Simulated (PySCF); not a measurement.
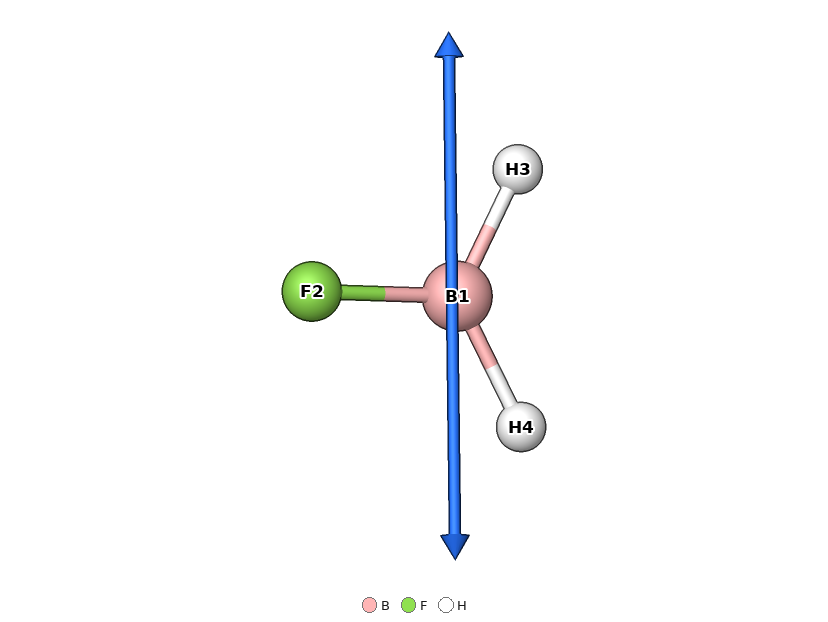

The double arrow shows the direction of the transition dipole to excited singlet state 7 (its length means nothing). The computed structure is the end point of a PBE0-D3(BJ)/def2-SVP optimisation. No frequency run is at hand to confirm it as a minimum. Method: TDDFT PBE0/def2-TZVPD, vertical, gas phase, core orbitals frozen in the response (PySCF 2.14.0).

> How is the transition polarised?

In the molecular plane.

> Where does the transition lie, and how strong is it?

10.74 eV (115 nm), oscillator strength 0.24, mainly HOMO → LUMO+4 (weight 0.99); transition dipole 2.44 D.
